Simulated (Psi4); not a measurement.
**A workflow on SiH2O (oxosilane)**

We compute a structure relaxation (MP2/6-31G*), then the harmonic vibrations, then the energy (CCSD(T)/def2-TZVP) of SiH2O (oxosilane). 

Program for the calculation: Psi4 1.11.

## 1. The molecule

SiH2O: 4 atoms, total charge 0, spin state singlet. As SMILES, `O=[SiH2]`. All atoms were displaced at random from a relaxed shape. The run starts from this shape.

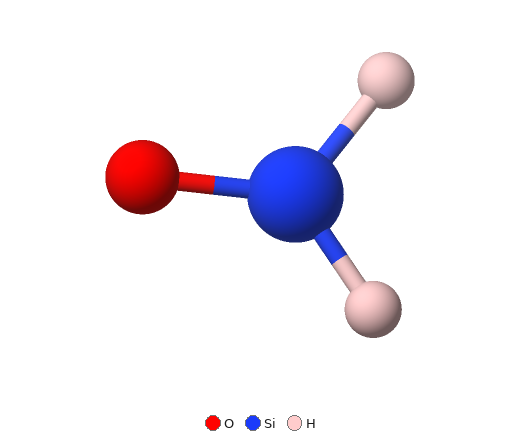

The structure, seen from a chosen angle (oxygen red, silicon blue, hydrogen pink).

## 2. A structure relaxation at MP2/6-31G(d) (density fitting, density fitting for correlation, Cartesian functions) (run 1)

h2osi.inp

```
memory 1600 mb

molecule {
  0 1
  O     -0.288103     0.433607     1.594191
  Si     0.061857    -0.022397     0.069574
  H      0.460979    -1.347355    -0.431790
  H     -0.043529     0.980670    -1.172902
}

set {
  basis 6-31G*
  geom_maxiter 60
  freeze_core true
}

result = optimize('mp2')
```

Command:

```console
$ psi4 -n 1 h2osi.inp h2osi.out
```

h2osi.out:

```text
Psi4 1.11 release

gradient() will perform analytic gradient computation.
    SCF Algorithm Type (re)set to DF.

   => Loading Basis Set <=

    Name: 6-31G*
    Role: ORBITAL
    Keyword: BASIS

         ---------------------------------------------------------
                                   SCF
                              RHF Reference
                        1 Threads,   1525 MiB Core
         ---------------------------------------------------------

  ==> Geometry <==

    Molecular point group: c1
    Full point group: C1

    Geometry (in Angstrom), charge = 0, multiplicity = 1:

       Center              X                  Y                   Z               Mass
    ------------   -----------------  -----------------  -----------------  -----------------
         O           -0.234677655038     0.304455501614     1.032556386588    15.994914619570
         SI           0.115282344962    -0.151548498386    -0.492060613412    27.976926534650
         H            0.514404344962    -1.476506498386    -0.993424613412     1.007825032230
         H            0.009896344962     0.851518501614    -1.734536613412     1.007825032230

  Running in c1 symmetry.

  Rotational constants: A =      5.34519  B =      0.53903  C =      0.48969 [cm^-1]
  Rotational constants: A = 160244.62542  B =  16159.80479  C =  14680.39221 [MHz]
  Nuclear repulsion =   49.257136932223304

  Charge       = 0
  Multiplicity = 1
  Electrons    = 24
  Nalpha       = 12
  Nbeta        = 12

  ==> Algorithm <==

  SCF Algorithm Type is DF.
  DIIS enabled.
  MOM disabled.
  Fractional occupation disabled.
  Guess Type is SAD.
  Energy threshold   = 1.00e-10
  Density threshold  = 1.00e-10
  Integral threshold = 1.00e-12

  ==> Primary Basis <==

  Basis Set: 6-31G*
    Blend: 6-31G*
    Number of shells: 18
    Number of basis functions: 38
    Number of Cartesian functions: 38
    Spherical Harmonics?: false
    Max angular momentum: 2

   => Loading Basis Set <=

    Name: (6-31G* AUX)
    Role: JKFIT
    Keyword: DF_BASIS_SCF

  ==> Integral Setup <==

  DFHelper Memory: AOs need 0.004 GiB; user supplied 1.118 GiB.
  SCF_SUBTYPE=INCORE selected. In-core MEM_DF algorithm will be used.
  Using in-core AOs.

  ==> MemDFJK: Density-Fitted J/K Matrices <==

    J tasked:                   Yes
    K tasked:                   Yes
    wK tasked:                   No
    Memory [MiB]:              1144
    Algorithm:                 Core
    Schwarz Cutoff:           1E-12
    Mask sparsity (%):       0.1385
    Fitting Condition:        1E-10

   => Auxiliary Basis Set <=

  Basis Set: (6-31G* AUX)
    Blend: CC-PVDZ-JKFIT
    Number of shells: 78
    Number of basis functions: 261
    Number of Cartesian functions: 261
    Spherical Harmonics?: false
    Max angular momentum: 3

  Minimum eigenvalue in the overlap matrix is 9.6087094687E-03.
  Reciprocal condition number of the overlap matrix is 1.9292715893E-03.
    Using symmetric orthogonalization.

  ==> Pre-Iterations <==

  SCF Guess: Superposition of Atomic Densities via on-the-fly atomic UHF (no occupation information).

   -------------------------
    Irrep   Nso     Nmo
   -------------------------
     A         38      38
   -------------------------
    Total      38      38
   -------------------------

  ==> Iterations <==

                           Total Energy        Delta E     RMS |[F,P]|

   @DF-RHF iter SAD:  -363.87307169027503   -3.63873e+02   0.00000e+00
   @DF-RHF iter   1:  -364.72563947846982   -8.52568e-01   1.53347e-02 ADIIS/DIIS
   @DF-RHF iter   2:  -364.68824812804633    3.73914e-02   1.82852e-02 ADIIS/DIIS
   @DF-RHF iter   3:  -364.88972668357502   -2.01479e-01   6.35965e-04 ADIIS/DIIS
   @DF-RHF iter   4:  -364.89031331218695   -5.86629e-04   1.77051e-04 ADIIS/DIIS
   @DF-RHF iter   5:  -364.89036293012913   -4.96179e-05   4.86869e-05 DIIS
   @DF-RHF iter   6:  -364.89037105016132   -8.12003e-06   1.72970e-05 DIIS
   @DF-RHF iter   7:  -364.89037224846379   -1.19830e-06   5.97369e-06 DIIS
   @DF-RHF iter   8:  -364.89037236079577   -1.12332e-07   2.22038e-06 DIIS
   @DF-RHF iter   9:  -364.89037238498503   -2.41893e-08   4.41475e-07 DIIS
   @DF-RHF iter  10:  -364.89037238563446   -6.49436e-10   6.49462e-08 DIIS
   @DF-RHF iter  11:  -364.89037238564157   -7.10543e-12   1.46615e-08 DIIS
   @DF-RHF iter  12:  -364.89037238564214   -5.68434e-13   6.36581e-09 DIIS
   @DF-RHF iter  13:  -364.89037238564248   -3.41061e-13   2.26011e-09 DIIS
   @DF-RHF iter  14:  -364.89037238564248    0.00000e+00   4.13195e-10 DIIS
   @DF-RHF iter  15:  -364.89037238564248    0.00000e+00   1.04210e-10 DIIS
   @DF-RHF iter  16:  -364.89037238564231    1.70530e-13   4.00002e-11 DIIS
  Energy and wave function converged.

  ==> Post-Iterations <==

    Orbital Energies [Eh]
    ---------------------

    Doubly Occupied:

       1A    -68.849103     2A    -20.532218     3A     -6.199574
       4A     -4.308177     5A     -4.304233     6A     -4.302805
       7A     -1.213352     8A     -0.703114     9A     -0.535880
      10A     -0.501377    11A     -0.428722    12A     -0.426977

    Virtual:

      13A      0.036811    14A      0.122038    15A      0.179472
      16A      0.231660    17A      0.275497    18A      0.364211
      19A      0.373561    20A      0.529905    21A      0.759954
[... 5 lines of this table left out ...]
      37A      3.194501    38A      3.986016

    Final Occupation by Irrep:
              A
    DOCC [    12 ]
    NA   [    12 ]
    NB   [    12 ]

  @DF-RHF Final Energy:  -364.89037238564231

   => Energetics <=

[... 3 lines left out ...]
    Total Energy =                       -364.8903723856423085
[... 111 lines left out ...]
             Iter  Converged  Remaining    Residual
[... 37 lines left out ...]
	 Correlation Energy        =      -0.2821762988819598 [Eh]
[... 56 lines left out ...]
	                                 ==> Convergence Check <==
[... 111 lines left out ...]
   @DF-RHF iter   1:  -364.90977368477553    9.05793e-02   7.36794e-04 ADIIS/DIIS
[... 5 lines left out ...]
   @DF-RHF iter   7:  -364.91053182691974   -1.05903e-07   1.69864e-06 DIIS
[... 5 lines left out ...]
   @DF-RHF iter  13:  -364.91053183953761    0.00000e+00   4.38282e-10 DIIS
[... 16 lines left out ...]
    Nuclear Repulsion Energy =             51.5455824784242154
[... 19 lines left out ...]
 Dipole Z            :          0.7857980           -2.3943815           -1.6085835
[... 58 lines left out ...]
	 Same-Spin Energy          =      -0.0692941197890587 [Eh]
[... 10 lines left out ...]
	 SCS Correlation Energy    =      -0.2670967411668338 [Eh]
[... 125 lines left out ...]
                           Total Energy        Delta E     RMS |[F,P]|
[... 6 lines left out ...]
   @DF-RHF iter   5:  -364.91159717089801   -2.03714e-07   3.03721e-06 DIIS
[... 5 lines left out ...]
   @DF-RHF iter  11:  -364.91159719793711   -1.13687e-13   1.19121e-09 DIIS
[... 13 lines left out ...]
  @DF-RHF Final Energy:  -364.91159719793711
[... 22 lines left out ...]
 Dipole Y            :          0.2111108           -0.6321513           -0.4210404
[... 57 lines left out ...]
	 Singles Energy            =      -0.0000000000000000 [Eh]
[... 10 lines left out ...]
	 SCS Opposite-Spin Energy  =      -0.2431775972325070 [Eh]
[... 57 lines left out ...]
	  Convergence Criteria     1.00e-06 *    3.00e-04 *             o    1.20e-03 *             o
[... 74 lines left out ...]
   @DF-RHF iter   4:  -364.90832665019730   -4.15099e-05   4.61779e-05 DIIS
[... 5 lines left out ...]
   @DF-RHF iter  10:  -364.90833207378120   -4.50768e-11   3.78220e-08 DIIS
[... 5 lines left out ...]
  Energy and wave function converged.
[... 16 lines left out ...]
    Total Energy =                       -364.9083320737886424
[... 58 lines left out ...]
    CGRSolver converged.
[... 19 lines left out ...]
	 Total Energy              =    -365.1799109850290392 [Eh]
[... 57 lines left out ...]
	Measures of convergence in internal coordinates in au.
[... 79 lines left out ...]
   @DF-RHF iter   2:  -364.91034314715336   -1.51361e-04   1.86352e-04 ADIIS/DIIS
[... 5 lines left out ...]
   @DF-RHF iter   8:  -364.91038991108752   -2.27266e-09   1.56426e-07 DIIS
[... 5 lines left out ...]
   @DF-RHF iter  14:  -364.91038991119086   -3.97904e-13   1.69703e-10 DIIS
[... 16 lines left out ...]
    One-Electron Energy =                -608.6283824889487732
[... 44 lines left out ...]
  Reference energy  = -364.910389911190691
[... 33 lines left out ...]
	 Opposite-Spin Energy      =      -0.2030948572835028 [Eh]
[... 10 lines left out ...]
	 SCS Total Energy          =    -365.1771497368639530 [Eh]
[... 126 lines left out ...]
   @DF-RHF iter   0:  -364.91250818669084   -3.64913e+02   1.97657e-03
[... 5 lines left out ...]
   @DF-RHF iter   6:  -364.91138351995426   -6.56113e-08   1.38933e-06 DIIS
[... 5 lines left out ...]
   @DF-RHF iter  12:  -364.91138352889470    1.13687e-13   2.30361e-10 DIIS
[... 16 lines left out ...]
    One-Electron Energy =                -608.7282506242559066
[... 44 lines left out ...]
  Reference energy  = -364.911383528894930
[... 32 lines left out ...]
	 Opposite-Spin Energy      =      -0.2028397162322532 [Eh]
[... 10 lines left out ...]
	 SCS Total Energy          =    -365.1778139833062369 [Eh]
[... 126 lines left out ...]
   @DF-RHF iter   0:  -364.91127922816275   -3.64911e+02   9.62167e-05
[... 5 lines left out ...]
   @DF-RHF iter   6:  -364.91136574890697   -1.49839e-10   6.50634e-08 DIIS
[... 5 lines left out ...]
  Energy and wave function converged.
[... 34 lines left out ...]
    Total Energy =                       -364.9113657489256752
[... 5 lines left out ...]
Properties computed using the SCF density matrix

 Multipole Moments:

 ------------------------------------------------------------------------------------
     Multipole            Electronic (a.u.)      Nuclear  (a.u.)        Total (a.u.)
 ------------------------------------------------------------------------------------

 L = 1.  Multiply by 2.5417464519 to convert [e a0] to [Debye]
 Dipole X            :         -0.1592039            0.4964788            0.3372749
 Dipole Y            :          0.2008684           -0.6267393           -0.4258708
 Dipole Z            :          0.7627633           -2.3794603           -1.6166970
 Magnitude           :                                                    1.7055291

 ------------------------------------------------------------------------------------

	total time  =          0 seconds =       0.00 minutes

  //>>>>>>>>>>>>>>>>>>>>>>>>>>>>>>>>>>>//
  //               DFMP2               //
  //<<<<<<<<<<<<<<<<<<<<<<<<<<<<<<<<<<<//

  ==> Geometry <==

    Molecular point group: c1
    Full point group: C1

    Geometry (in Angstrom), charge = 0, multiplicity = 1:

       Center              X                  Y                   Z               Mass
    ------------   -----------------  -----------------  -----------------  -----------------
         O           -0.206597605432     0.260837080724     0.990250116847    15.994914619570
         SI           0.099082625402    -0.125098674215    -0.474925182709    27.976926534650
         H            0.514039673840    -1.480329216495    -0.911817909559     1.007825032230
         H            0.014309703008     0.813357871060    -1.620386633178     1.007825032230

  Nuclear repulsion =   51.712138342229203
  Reference energy  = -364.911365748925675

  => Iterations <=

             Iter  Converged  Remaining    Residual
  CGR           1          0          1   1.430E-01
  CGR           2          0          1   4.200E-02
  CGR           3          0          1   1.950E-02
  CGR           4          0          1   4.410E-03
  CGR           5          0          1   8.512E-04
  CGR           6          0          1   2.578E-04
  CGR           7          0          1   3.454E-05
  CGR           8          0          1   5.120E-06
  CGR           9          1          0   6.245E-07

    CGRSolver converged.

   => Auxiliary Basis Set <=

  Basis Set: (6-31G* AUX)
    Blend: CC-PVDZ-JKFIT
    Number of shells: 78
    Number of basis functions: 261
    Number of Cartesian functions: 261
    Spherical Harmonics?: false
    Max angular momentum: 3

	-----------------------------------------------------------
	 ==================> DF-MP2 Energies <====================
	-----------------------------------------------------------
	 Reference Energy          =    -364.9113657489256752 [Eh]
	 Singles Energy            =      -0.0000000000000000 [Eh]
	 Same-Spin Energy          =      -0.0690742802333438 [Eh]
	 Opposite-Spin Energy      =      -0.2028531083375087 [Eh]
	 Correlation Energy        =      -0.2719273885708525 [Eh]
	 Total Energy              =    -365.1832931374965483 [Eh]
	-----------------------------------------------------------
	 ================> DF-SCS-MP2 Energies <==================
	-----------------------------------------------------------
	 SCS Same-Spin Scale       =       0.3333333333333333 [-]
	 SCS Opposite-Spin Scale   =       1.2000000000000000 [-]
	 SCS Same-Spin Energy      =      -0.0230247600777813 [Eh]
	 SCS Opposite-Spin Energy  =      -0.2434237300050104 [Eh]
	 SCS Correlation Energy    =      -0.2664484900827916 [Eh]
	 SCS Total Energy          =    -365.1778142390084554 [Eh]
	-----------------------------------------------------------

  -Total Gradient:
     Atom            X                  Y                   Z
    ------   -----------------  -----------------  -----------------
       1        0.000002362786    -0.000003510766    -0.000002721851
       2       -0.000007547614    -0.000009677514     0.000050291718
       3        0.000001674981     0.000003963226    -0.000012316751
       4        0.000003509846     0.000009225055    -0.000035253117

	total time  =          1 seconds =       0.02 minutes

    			-----------------------------------------

    			 OPTKING 3.0: for geometry optimizations

    			        with contributions from

    			-----------------------------------------

	                            ===> Fragment 1 <==

	 Z (Atomic Numbers)          Masses                          Geom
	       8.000000            15.994915         -0.39041289  0.49291065  1.87130152
	      14.000000            27.976927          0.18723903 -0.23640223 -0.89747853
	       1.000000             1.007825          0.97139420 -2.79741679 -1.72308613
	       1.000000             1.007825          0.02704142  1.53702362 -3.06208695

	 - Coordinate -           - BOHR/RAD -       - ANG/DEG -
	 R(1,2)           =         2.920911           1.545680
	 R(2,3)           =         2.802735           1.483143
	 R(2,4)           =         2.802897           1.483229
[... 5 lines of this table left out ...]
	 O(4,2,1,3)       =         0.000041           0.002369

	        --- Internal Coordinate Step in ANG or DEG, aJ/ANG or AJ/DEG ---
	-------------------------------------------------------------------------------
	           Coordinate      Previous         Force          Change          New
	           ----------      --------        ------          ------        ------
	               R(1,2)       1.54568        0.00003        0.00000       1.54568
	               R(2,3)       1.48314       -0.00000       -0.00000       1.48314
	               R(2,4)       1.48323       -0.00027       -0.00010       1.48313
[... 5 lines of this table left out ...]
	           O(4,2,1,3)       0.00237       -0.00000       -0.00171       0.00066
	-------------------------------------------------------------------------------

	                                 ==> Convergence Check <==

	Measures of convergence in internal coordinates in au.

	Criteria marked as inactive (o), active & met (*), and active & unmet ( ).

	----------------------------------------------------------------------------------------------
	   Step    Total Energy     Delta E     Max Force     RMS Force      Max Disp      RMS Disp
	----------------------------------------------------------------------------------------------
	  Convergence Criteria     1.00e-06 *    3.00e-04 *             o    1.20e-03 *             o
	----------------------------------------------------------------------------------------------
	     7    -365.18329314   -1.51e-06      3.29e-05 *    1.58e-05 o    1.97e-04 *    1.02e-04 o  ~
	----------------------------------------------------------------------------------------------

Next Geometry in Ang
	Fragment 1 (Ang)

	    O  -0.2065934885   0.2608476960   0.9901727496
	   Si   0.0991043731  -0.1251008081  -0.4749964718
	    H   0.5140405292  -1.4803734805  -0.9117674474
	    H   0.0142829830   0.8133936537  -1.6202884390

    Final optimized geometry and variables:
    Molecular point group: c1
    Full point group: C1

    Geometry (in Angstrom), charge = 0, multiplicity = 1:

    O           -0.206597605432     0.260837080724     0.990250116847
    SI           0.099082625402    -0.125098674215    -0.474925182709
    H            0.514039673840    -1.480329216495    -0.911817909559
    H            0.014309703008     0.813357871060    -1.620386633178

    Psi4 run time: 0:00:03.75

[set-up sections that repeat, and orbital energies of the middle runs, are left out above]
```

On the terminal:

```text
Optimizer: Optimization complete!
```

It took 4.8 s on 1 thread of Intel Xeon Platinum 8488C (Sapphire Rapids), shared host; peak memory 0.21 GiB.

The path in brief:

```
step  energy from the first frame kept (eV)  largest force (eV/Å)
   0                                 0.0000                3.5665
   1                                -0.2887                0.3834
   2                                -0.2906                0.2396
   3                                -0.2003                1.4195
   4                                -0.2741                0.5247
   5                                -0.2923                0.0297
   6                                -0.2924                0.0027
```

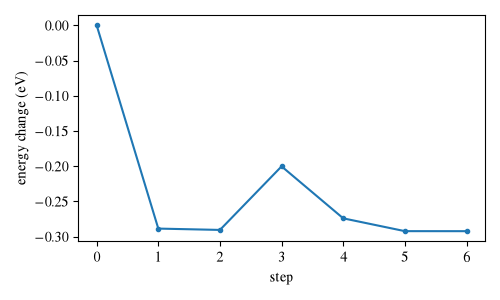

Energy along the run.

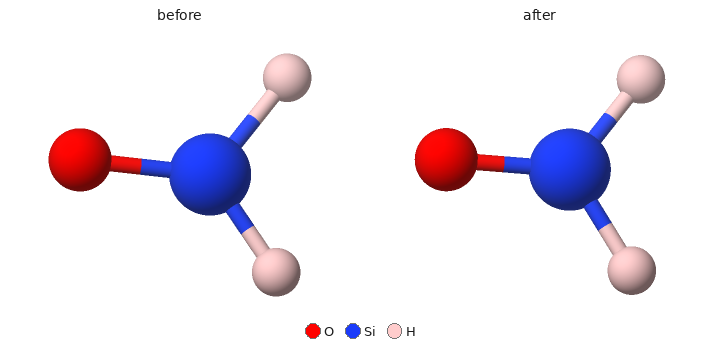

Before and after, at one scale.

After the run. Bond lengths: O1–Si2 1.546 Å, Si2–H3 1.483 Å, Si2–H4 1.483 Å. Angles: O1–Si2–H3 124.2°, O1–Si2–H4 124.2°, H3–Si2–H4 111.5°.

[end of part 1 of 2]
